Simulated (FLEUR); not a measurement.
# NiO: which magnetic order is lowest

Aim: find out whether NiO carries moments, and which collinear order costs least.

Main program and level: FLEUR MaX-R8.1; PBE with U = 6 eV on Ni d; all-electron FLAPW, Dirac cores, scalar-relativistic bands.

**1. Starting point**

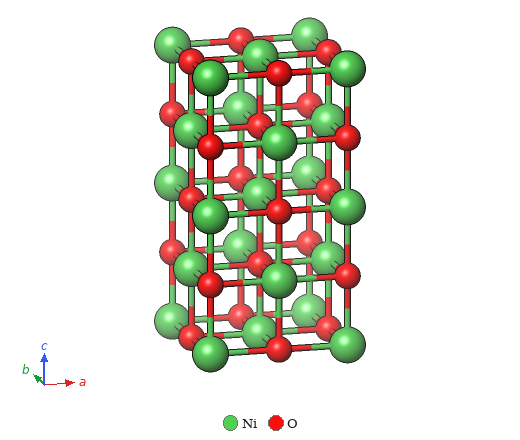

Start, viewed slightly off an axis; nickel green, oxygen red. 1×1×2 cells are drawn. This picture shows the conventional cell, with its axes. Some periodic images of atoms are drawn too.

Structure file:

```cif
data_structure
_symmetry_space_group_name_H-M 'Fm-3m'
_symmetry_Int_Tables_number 225
_cell_length_a 4.1718
_cell_length_b 4.1718
_cell_length_c 4.1718
_cell_angle_alpha 90.000
_cell_angle_beta 90.000
_cell_angle_gamma 90.000
_cell_volume 72.61
loop_
_atom_site_label
_atom_site_type_symbol
_atom_site_symmetry_multiplicity
_atom_site_Wyckoff_symbol
_atom_site_fract_x
_atom_site_fract_y
_atom_site_fract_z
_atom_site_occupancy
Ni1 Ni 4 a 0.00000 0.00000 0.00000 1
O1 O 4 b 0.50000 0.00000 0.00000 1
```

Steps with spin–orbit coupling that held too few empty states are left out.

**2. Start 1: ferro +**

The parallel start is the test of whether parallel moments hold. The U counters the self-interaction that shrinks the moments of a localised shell.

inpgen writes inp.xml from crystal.txt; cutoffs, mixing, functional, smearing and local orbitals are then set in the file. The k list default-1 (kpts.xml, not shown) is a Γ-centred 12×12×12 mesh; where the ranks do not divide the number of points, some are split in two of half the weight.

inp.xml reads:

```
<?xml version="1.0" encoding="UTF-8" standalone="no"?>
<fleurInput fleurInputVersion="0.39">
   <comment>
      NiO
   </comment>
   <calculationSetup>
      <cutoffs Kmax="4.32" Gmax="13.0" GmaxXC="13.0" numbands="0"/>
      <scfLoop itmax="120" minDistance="0.0001" maxIterBroyd="15" imix="Anderson" alpha="0.05" precondParam="0.0" spinf="2.0" sdNocoIR="T"/>
      <coreElectrons ctail="T" frcor="F" kcrel="0" coretail_lmax="0"/>
      <xcFunctional name="pbe" relativisticCorrections="F"/>
      <magnetism jspins="2"/>
      <soc l_soc="F" theta="0.0" phi="0.0" spav="F"/>
      <expertModes spex="0" secvar="F"/>
      <geometryOptimization l_f="F" forcealpha="1.0" forcemix="BFGS" epsdisp="0.00001" epsforce="0.00001"/>
      <ldaU l_linMix="F" mixParam="0.05" spinf="1.0"/>
   </calculationSetup>
   <cell>
      <bzIntegration valenceElectrons="24.0" mode="hist" fermiSmearingEnergy="0.00367493">
         <kPointListSelection listName="default-1"/>
         <xi:include xmlns:xi="http://www.w3.org/2001/XInclude" href="kpts.xml"> </xi:include>
      </bzIntegration>
      <xi:include xmlns:xi="http://www.w3.org/2001/XInclude" href="sym.xml"> </xi:include>
      <bulkLattice scale="1.0">
         <bravaisMatrix>
            <row-1>    0.0000000000000000     3.9417828250996005     3.9417828250996005</row-1>
            <row-2>    3.9417828250996005     0.0000000000000000     3.9417828250996005</row-2>
            <row-3>    3.9417828250996005     3.9417828250996005     0.0000000000000000</row-3>
         </bravaisMatrix>
      </bulkLattice>
   </cell>
   <atomSpecies>
      <species name="Nickel (Ni2.000" element="Ni" atomicNumber="28">
         <mtSphere radius="2.46" gridPoints="813" logIncrement="0.015"/>
         <atomicCutoffs lmax="10" lnonsphr="8"/>
         <electronConfig flipSpins="F">
            <coreConfig>(1s1/2) (2s1/2) (2p1/2) (2p3/2)</coreConfig>
            <valenceConfig>(3s1/2) (3p1/2) (3p3/2) (4s1/2) (3d3/2) (3d5/2)</valenceConfig>
            <stateOccupation state="(3d3/2)" spinUp="2.0" spinDown="1.2"/>
            <stateOccupation state="(3d5/2)" spinUp="3.0" spinDown="1.8"/>
         </electronConfig>
         <energyParameters s="4" p="4" d="3" f="4"/>
         <ldaU l="2" U="6.0" J="0.0" l_amf="F"/>
         <lo type="SCLO" l="0" n="3" eDeriv="0"/>
         <lo type="SCLO" l="1" n="3" eDeriv="0"/>
      </species>
      <species name="Oxygen (O)" element="O" atomicNumber="8">
         <mtSphere radius="1.39" gridPoints="461" logIncrement="0.023"/>
         <atomicCutoffs lmax="6" lnonsphr="4"/>
         <electronConfig flipSpins="F">
            <coreConfig>(1s1/2)</coreConfig>
            <valenceConfig>(2s1/2) (2p1/2) (2p3/2)</valenceConfig>
            <stateOccupation state="(2p1/2)" spinUp="0.666667" spinDown="0.666667"/>
            <stateOccupation state="(2p3/2)" spinUp="1.333333" spinDown="1.333333"/>
         </electronConfig>
         <energyParameters s="2" p="2" d="3" f="4"/>
      </species>
   </atomSpecies>
   <atomGroups>
      <atomGroup species="Nickel (Ni2.000">
         <relPos label="                   1">.0000000000 .0000000000 .0000000000</relPos>
         <force calculate="T" relaxXYZ="TTT"/>
      </atomGroup>
      <atomGroup species="Oxygen (O)">
         <relPos label="                   2">1.000/2.000 1.000/2.000 1.000/2.000</relPos>
         <force calculate="T" relaxXYZ="TTT"/>
      </atomGroup>
   </atomGroups>
   <output dos="F" band="F" slice="F">
      <bandDOS minEnergy="-.5*Htr" maxEnergy="0.5*Htr" sigma="0.015" storeEVData="T"/>
      <plotting iplot="0" polar="F">
         <plot TwoD="T" vec1="  1.0  0.0  0.0" vec2="  0.0  1.0  0.0" vec3="  0.0  0.0  1.0" zero="  0.0  0.0  0.0" file="plot"/>
      </plotting>
      <moessbauerParams electricFieldGradient="F" isomerShift="F" coreHyperfine="F" valenceHyperfine="F"/>
   </output>
</fleurInput>
```

crystal.txt reads:

```
NiO
&input film=F cartesian=F /
0.00000000000  2.08590164140  2.08590164140
2.08590164140  0.00000000000  2.08590164140
2.08590164140  2.08590164140  0.00000000000
1.8897261246
1.0 1.0 1.0

2
28 0.00000000000  0.00000000000  0.00000000000 : 2.000
8 0.50000000000  0.50000000000  0.50000000000

&kpt div1=12 div2=12 div3=12 gamma=T /
```

Launch:

```console
$ OMP_NUM_THREADS=1 inpgen -f crystal.txt > inpgen.log  # inp.xml is then edited as shown
$ OMP_NUM_THREADS=1 mpirun -n 2 fleur_MPI > fleur.log
```

What it wrote:

```text
Welcome to FLEUR        (www.flapw.de)
      MaX-Release 8.1          (www.max-centre.eu)

 ========== k-point set info ==========
 Selected k-point list: default-1
 k-point list type: mesh
 12 x 12 x 12
 Number of k points: 72

 ------------Calculation Setup---------------------------
 Number of MPI-tasks      :            2
 Number of PE/node        :            2
 Number of OMP-threads    :            1
 k-points in parallel     :            2
 pe's per k-point         :            1
 No of k-point loops      :           36
 Eigenvalue solver        :       lapack
 Number of basis functions:          188
 Approximate size of matrices (H+S) per k-point:         0.001 GB
 --------------------------------------------------------
 no density matrix found ... skipping LDA+U
 Reset of history
 Iteration:     1   Distance:      28.86273012 me/bohr^3
 Iteration:     2   Distance:      39.24889167 me/bohr^3
 Iteration:     3   Distance:      36.52667917 me/bohr^3
 Iteration:     4   Distance:      20.11461622 me/bohr^3
 Iteration:     5   Distance:       9.56611809 me/bohr^3
 Iteration:     6   Distance:       8.80390004 me/bohr^3
 Iteration:     7   Distance:       1.59585616 me/bohr^3
 Iteration:     8   Distance:       1.28617703 me/bohr^3
 Iteration:     9   Distance:       0.34365419 me/bohr^3
 Iteration:    10   Distance:       0.34470752 me/bohr^3
 Iteration:    11   Distance:       0.09741056 me/bohr^3
 Iteration:    12   Distance:       0.08004781 me/bohr^3
 Iteration:    13   Distance:       0.00853376 me/bohr^3
 Iteration:    14   Distance:       0.00391146 me/bohr^3
 Iteration:    15   Distance:       0.00143910 me/bohr^3
 Iteration:    16   Distance:       0.00065902 me/bohr^3
 Iteration:    17   Distance:       0.00062488 me/bohr^3
 Iteration:    18   Distance:       0.00044758 me/bohr^3
 Iteration:    19   Distance:       0.00006807 me/bohr^3

 ********************************************************************
 Run finished successfully
 Stop message:
   all done
 ********************************************************************

--- out.xml (last complete iteration) ---
<iteration numberForCurrentRun="   19" overallNumber="   19">
         [... left out ...]
         <bandgap value="2.4016498079" units="eV"/>
         <sumValenceSingleParticleEnergies value="-17.8251692964" units="Htr"/>
         <FermiEnergy value="0.2938762876" units="Htr"/>
         <valenceDensity>
            <mtCharges spin="1">
               <mtCharge atomType="1" total="9.5564577" s="1.2019669" p="3.2570236" d="5.0144974" f="0.0577017"/>
               <mtCharge atomType="2" total="2.3218651" s="0.6959289" p="1.6218655" d="0.0035158" f="0.0004612"/>
            </mtCharges>
            <mtCharges spin="2">
               <mtCharge atomType="1" total="7.7672457" s="1.1892974" p="3.2424659" d="3.2584662" f="0.0544026"/>
               <mtCharge atomType="2" total="2.1437748" s="0.6756839" p="1.4657418" d="0.0019550" f="0.0003286"/>
            </mtCharges>
            <spinDependentCharge spin="1" total="13.0000000" interstitial="1.1216772" mtSpheres="11.8783228"/>
            <spinDependentCharge spin="2" total="11.0000000" interstitial="1.0889795" mtSpheres="9.9110205"/>
            <totalCharge value="24.0000000000"/>
         </valenceDensity>
         [... left out ...]
         <allElectronCharges>
            <spinDependentCharge spin="1" total="19.0000000" interstitial="1.1216777" mtSpheres="17.8783223"/>
            <spinDependentCharge spin="2" total="17.0000000" interstitial="1.0889800" mtSpheres="15.9110200"/>
            <totalCharge value="35.9999999994"/>
         </allElectronCharges>
         <magneticMomentsInMTSpheres units="muBohr">
            <globalMagMoment atomType="1" vec="0.00000   0.00000   1.78921"/>
            <localMagMoment atomType="1" vec="0.00000   0.00000   1.78921"/>
            <globalMagMoment atomType="2" vec="0.00000   0.00000   0.17809"/>
            <localMagMoment atomType="2" vec="0.00000   0.00000   0.17809"/>
         </magneticMomentsInMTSpheres>
         <moessbauerParams unitsHFF="kG" unitsIS="e/bohr^3" unitsEFG="Htr/bohr^2">
         </moessbauerParams>
         <totalEnergy value="    -1595.9964078663" units="Htr">
            <sumOfEigenvalues value="     -910.1844327529">
               <coreElectrons value="-892.3592634565"/>
               <valenceElectrons value="-17.8251692964"/>
            </sumOfEigenvalues>
            <densityCoulombPotentialIntegral value="-2435.8922247003"/>
            <densityEffectivePotentialIntegral value="-2529.5572120301"/>
            <chargeDenXCDenIntegral value="-72.1876935520"/>
            <FockExchangeEnergyValence value="0.0000000000"/>
            <FockExchangeEnergyCore value="0.0000000000"/>
            <atomTypeDependentContributions atomType="1">
               <electronNucleiInteractionDifferentMTs value="1826.0024719282"/>
               <MadelungTerm value="-8.6647601616"/>
            </atomTypeDependentContributions>
            <atomTypeDependentContributions atomType="2">
               <electronNucleiInteractionDifferentMTs value="86.2498537461"/>
               <MadelungTerm value="-5.1956899419"/>
            </atomTypeDependentContributions>
            <dftUCorrection value="-0.8773945365"/>
            <tkbTimesEntropy value="0.0000000000"/>
            <freeEnergy value="-1595.9964078663"/>
            <extrapolationTo0K value="-1595.9964078663"/>
         </totalEnergy>
         <ldaUDensityMatrix>
            <densityMatrixFor spin="1" atomType="1" uIndex="1" l="2" U="6.00000000" J="0.00000000">
               (+1.00788,+0.00000) (+0.00000,+0.00000) (+0.00000,+0.00000) (+0.00000,+0.00000) (+0.02491,+0.00000)
               (+0.00000,+0.00000) (+0.98297,+0.00000) (+0.00000,+0.00000) (+0.00000,+0.00000) (+0.00000,+0.00000)
               (+0.00000,+0.00000) (+0.00000,+0.00000) (+1.03280,+0.00000) (+0.00000,+0.00000) (+0.00000,+0.00000)
               (+0.00000,+0.00000) (+0.00000,+0.00000) (+0.00000,+0.00000) (+0.98297,+0.00000) (+0.00000,+0.00000)
               (+0.02491,+0.00000) (+0.00000,+0.00000) (+0.00000,+0.00000) (+0.00000,+0.00000) (+1.00788,+0.00000)
            </densityMatrixFor>
            <densityMatrixFor spin="2" atomType="1" uIndex="1" l="2" U="6.00000000" J="0.00000000">
               (+0.56990,+0.00000) (+0.00000,+0.00000) (+0.00000,+0.00000) (+0.00000,+0.00000) (-0.40897,+0.00000)
               (+0.00000,+0.00000) (+0.97887,+0.00000) (+0.00000,+0.00000) (+0.00000,+0.00000) (+0.00000,+0.00000)
               (+0.00000,+0.00000) (+0.00000,+0.00000) (+0.16093,+0.00000) (+0.00000,+0.00000) (+0.00000,+0.00000)
               (+0.00000,+0.00000) (+0.00000,+0.00000) (+0.00000,+0.00000) (+0.97887,+0.00000) (+0.00000,+0.00000)
               (-0.40897,+0.00000) (+0.00000,+0.00000) (+0.00000,+0.00000) (+0.00000,+0.00000) (+0.56990,+0.00000)
            </densityMatrixFor>
         </ldaUDensityMatrix>
         <ldaUDensityMatrixConvergence>
            <distance spin="1" distance="0.000000"/>
            <distance spin="2" distance="0.000000"/>
         </ldaUDensityMatrixConvergence>
         <densityConvergence units="me/bohr^3">
            <chargeDensity spin="1" distance="0.0000337148"/>
            <chargeDensity spin="2" distance="0.0000496640"/>
            <overallChargeDensity distance="0.0000680745"/>
            <spinDensity distance="0.0000507176"/>
         </densityConvergence>
      </iteration>
```

Run time: 18 s. Hardware: 2 MPI ranks of Intel Xeon 6975P-C (Granite Rapids), shared host; peak memory 0.16 GiB.

Spin moment in the muffin-tin sphere by atom:

```csv
atom,spin moment in the muffin-tin sphere (μB)
Ni1,1.79
O2,0.18
```

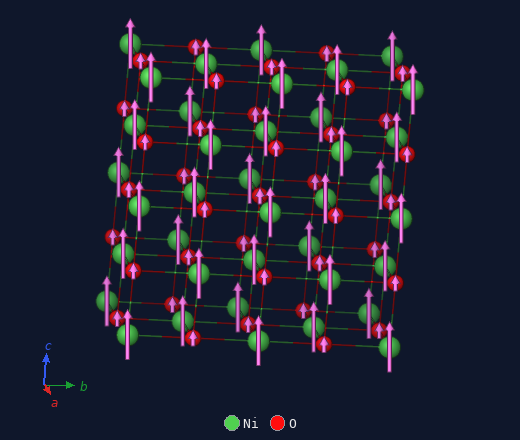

Spin moment in the muffin-tin sphere as arrows, the longest 1.79 μB. Up and down stand for the sign. Arrows give size and sign along the axis of quantisation, drawn up and down the page. Each arrow also spans its atom, so small moments look longer than they are. 1×2×2 conventional cells are drawn. Some periodic images of atoms are drawn too.

Read from the output:

| Quantity | Value |
| --- | --- |
| free energy | -43429.2747 eV |
| program's band gap on this mesh (in a metal only a level spacing) | 2.402 eV |
| magnetization | 2 μB |
| final state | ferromagnetic |

After 19 cycles the largest moment stands at 1.79 μB.

(Part 1 of 2 ends here.)

[Logs and program files are shortened in this print: banners, set-up blocks, solver, clock and traceback lines can be left out without a mark of their own.]

[Logs are printed without paths, hosts, clocks, repeated set-up lines and the standing remarks that a program may print on its own settings, such as how far it seeks lower states.]

[Hosts, paths, dates, database ids (printed as entryN), source tags and the programs' standing remarks are cut or masked in the printed files.]

[Where a cell is said to come from a database of computed structures, the database is the Materials Project.]
